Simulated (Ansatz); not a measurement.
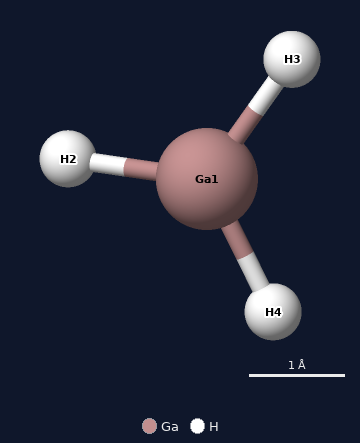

**Figure 1.** The input geometry (ball-and-stick view, seen at a tilt; atoms are numbered from 1 in the order of the input). Sticks mark near contacts.

# Geometry relaxation, with input and output: GaH3

System: GaH3.
Method: RKS PBE0-D4/def2-TZVP (Ansatz 0.2.0).

Figures and captions count atoms from 1; the log counts them from 0 in places.

Input file
```yaml
crystal:
  periodic: [false, false, false]
  atoms:
    - {symbol: Ga, position_ang: [-0.894213, -0.211267, -0.742542]}
    - {symbol: H, position_ang: [0.165332, 0.132849, -1.854975]}
    - {symbol: H, position_ang: [-1.213202, -1.721399, -0.428705]}
    - {symbol: H, position_ang: [-1.927879, 0.892517, -0.301905]}
basis:
  gaussian: {orbitals: def2-TZVP}
hamiltonian: {xc: pbe0, dispersion: d4}
relax: {f_tol: 0.005, max_steps: 200}
```

Run on 2 threads of Arm Neoverse V2, 23 GiB of memory available, shared host.

Run as:
```bash
ansatz run in.yaml --threads 2 --pin off --events-out ev --progress --plain --max-ram 4352MiB
```

Output
```
Functional definition: PBE0
  name "PBE0"
  cite "Adamo & Barone, J. Chem. Phys. 110, 6158 (1999) doi:10.1063/1.478522"
  cite "Perdew, Burke & Ernzerhof, Phys. Rev. Lett. 77, 3865 (1996) doi:10.1103/PhysRevLett.77.3865"
  parent pbe
  parameter a = 0.25
  parameter kappa = 0.804
  parameter beta = 0.06672455060314922
  exchange = (1 - a)*pbe_x(kappa = kappa, mu = beta*pi^2/3) + a*exact_x
  correlation = pbe_c(beta = beta)
545 factors; their error is unknown
mean field evaluation 1: about -52418.0800 eV, gradient 2.2e1 eV
mean field evaluation 2: about -52418.1482 eV, gradient 2.7e1 eV
mean field evaluation 4: about -52418.6823 eV, gradient 2.8e-1 eV
mean field evaluation 8: about -52418.8700 eV, gradient 1.2e-3 eV
mean field -52418.87003482 eV, -1926.3579429935 hartree, gradient 6.3e-5 eV, S^2 0.000000; 0 other end points of the search recorded, 0 dependent functions left out
the calculation of the forces begins
reference -52418.87006147 eV, -1926.3579439729 hartree; 17, 17 occupied and 49, 49 virtual orbitals, 545 factors
relax step   1: F+E_penalty+E_count = -52418.89829490 eV  Δ(F+E_penalty+E_count) = +0.000e0 eV  max|allowed force component| = 6.699e-1 eV/Å  Δτ_max = 0.0000 Å  (19 SCF iters, accepted)
these checks for a lower state are left out or cut short: starts, cluster_reference, orbital_swaps, neighbouring_geometries, increment
545 factors; their error is unknown
mean field evaluation 16: about -52418.8942 eV, gradient 1.3e-4 eV
mean field -52418.89421476 eV, -1926.3588315896 hartree, gradient 9.1e-6 eV, S^2 0.000000; 0 other end points of the search recorded, 0 dependent functions left out
the calculation of the forces begins
reference -52418.89424143 eV, -1926.3588325699 hartree; 17, 17 occupied and 49, 49 virtual orbitals, 545 factors
relax step   2: F+E_penalty+E_count = -52418.92240721 eV  Δ(F+E_penalty+E_count) = -2.411e-2 eV  max|allowed force component| = 5.002e-1 eV/Å  Δτ_max = 0.1984 Å  (25 SCF iters, accepted)
these checks for a lower state are left out or cut short: starts, cluster_reference, orbital_swaps, neighbouring_geometries, increment
545 factors; their error is unknown
mean field -52418.93795306 eV, -1926.3604389425 hartree, gradient 4.6e-5 eV, S^2 0.000000; 0 other end points of the search recorded, 0 dependent functions left out
the calculation of the forces begins
reference -52418.93797986 eV, -1926.3604399275 hartree; 17, 17 occupied and 49, 49 virtual orbitals, 545 factors
relax step   3: F+E_penalty+E_count = -52418.96620946 eV  Δ(F+E_penalty+E_count) = -4.380e-2 eV  max|allowed force component| = 9.999e-3 eV/Å  Δτ_max = 0.0800 Å  (22 SCF iters, accepted)
these checks for a lower state are left out or cut short: starts, cluster_reference, orbital_swaps, neighbouring_geometries, increment
545 factors; their error is unknown
mean field -52418.93797355 eV, -1926.3604396956 hartree, gradient 3.1e-5 eV, S^2 0.000000; 0 other end points of the search recorded, 0 dependent functions left out
the calculation of the forces begins
reference -52418.93800035 eV, -1926.3604406806 hartree; 17, 17 occupied and 49, 49 virtual orbitals, 545 factors
relax step   4: F+E_penalty+E_count = -52418.96623179 eV  Δ(F+E_penalty+E_count) = -2.233e-5 eV  max|allowed force component| = 4.912e-4 eV/Å  Δτ_max = 0.0017 Å  (16 SCF iters, accepted)
545 factors; their error is unknown
mean field evaluation 32: about -52418.7469 eV, gradient 1.9e0 eV
```

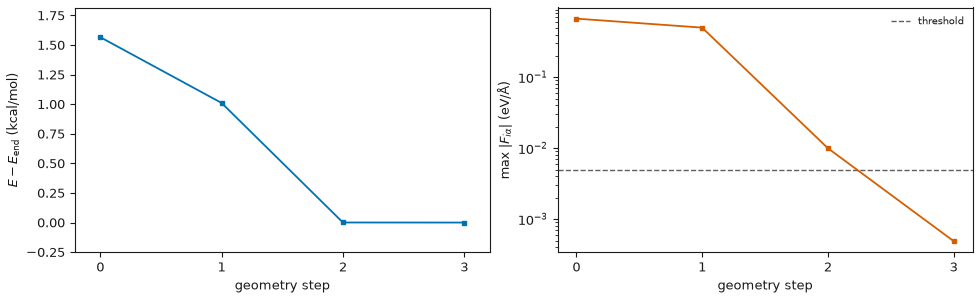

**Figure 2.** Progress of the relaxation, step by step (the first geometry is step 0 here and step 1 in the log).

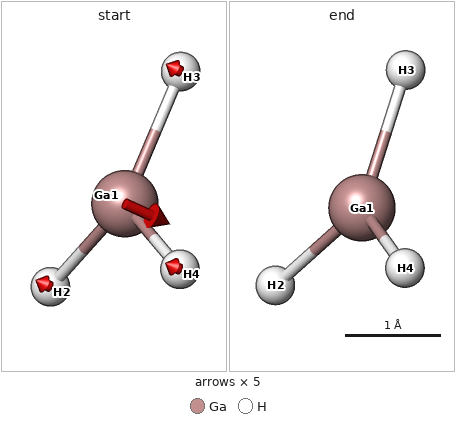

**Figure 3.** Before (left) and after (right) the relaxation, at one scale (ball-and-stick view, seen at a tilt). The red arrows give the displacements, magnified 5 times. The largest move after the best rigid fit is that of Ga1, 0.12 Å. By element the largest moves are Ga 0.12 Å, H 0.04 Å. Among the contacts that change: Ga1–H3 1.575 → 1.568 Å, Ga1–H2 1.574 → 1.568 Å. The energy falls by 1.57 kcal/mol in 3 geometry steps. The largest force component goes from 0.67 to 0.00049 eV/Å. (Atoms are counted from 1 in the order of the input.)

```
mean field -52418.93797355 eV, -1926.3604396956 hartree, gradient 3.1e-5 eV, S^2 0.000000; 1 other end points of the search recorded, 0 dependent functions left out
the calculation of the forces begins
reference -52418.93800035 eV, -1926.3604406806 hartree; 17, 17 occupied and 49, 49 virtual orbitals, 545 factors
Total energy: -52418.96625859 eV, -1926.3614791518 hartree
Atom 0 at    -0.967510    -0.226830    -0.832045 Å, force     0.000098     0.000018     0.000142 eV/Å
Atom 1 at     0.190144     0.138013    -1.825392 Å, force    -0.000413    -0.000126     0.000280 eV/Å
Atom 2 at    -1.188368    -1.718013    -0.398905 Å, force     0.000038     0.000491    -0.000189 eV/Å
Atom 3 at    -1.904228     0.899529    -0.271785 Å, force     0.000277    -0.000383    -0.000232 eV/Å
Dipole moment:    -0.000020    -0.000005    -0.000012 e Å
```

Trajectory as extended XYZ (Å, eV, eV/Å), 4 frames, from step=1 to step=4
```
4
Properties=species:S:1:pos:R:3:forces:R:3 step=1 energy=-52418.89829
Ga   -0.8942   -0.2113   -0.7425   -0.5571  -0.1183  -0.6699
H     0.1653    0.1328   -1.8550    0.1514   0.0285   0.2522
H    -1.2132   -1.7214   -0.4287    0.1922   0.0840   0.2107
H    -1.9279    0.8925   -0.3019    0.2134   0.0059   0.2071
4
Properties=species:S:1:pos:R:3:forces:R:3 step=2 energy=-52418.92241
Ga   -1.0183   -0.2376   -0.8951    0.3997   0.0852   0.5002
H     0.2219    0.1463   -1.8171   -0.3608  -0.0999   0.0287
H    -1.1741   -1.7338   -0.3724   -0.0906   0.2672  -0.2517
H    -1.8994    0.9179   -0.2436    0.0518  -0.2525  -0.2772
4
Properties=species:S:1:pos:R:3:forces:R:3 step=3 energy=-52418.96621
Ga   -0.9686   -0.2271   -0.8334    0.0081   0.0017   0.0100
H     0.1909    0.1382   -1.8253   -0.0089  -0.0025   0.0020
H    -1.1881   -1.7185   -0.3983   -0.0015   0.0074  -0.0057
H    -1.9042    0.9000   -0.2711    0.0023  -0.0066  -0.0063
4
Properties=species:S:1:pos:R:3:forces:R:3 step=4 energy=-52418.96623
Ga   -0.9675   -0.2268   -0.8320    0.0001   0.0000   0.0001
H     0.1901    0.1380   -1.8254   -0.0004  -0.0001   0.0003
H    -1.1884   -1.7180   -0.3989    0.0000   0.0005  -0.0002
H    -1.9042    0.8995   -0.2718    0.0003  -0.0004  -0.0002
```

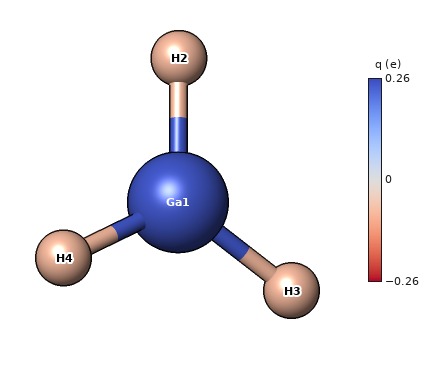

**Figure 4.** Mulliken charges, as the colour of each atom (ball-and-stick view, seen at a tilt; atoms are numbered from 1 in the order of the input). By element: Ga +0.24 and H −0.08 e.

Key numbers

- outcome: converged
- total energy: −52418.9663 eV
- mean-field energy: −52418.9380 eV
- dispersion energy: −0.0283 eV
- SCF solution under orbital rotations: stable
- largest force (length of the vector) at the end: 0.001 eV/Å
- dipole moment: 0.00 D
- wall time: 2.2 s (CPU time 3.9 s)
- peak memory: 0.36 GiB
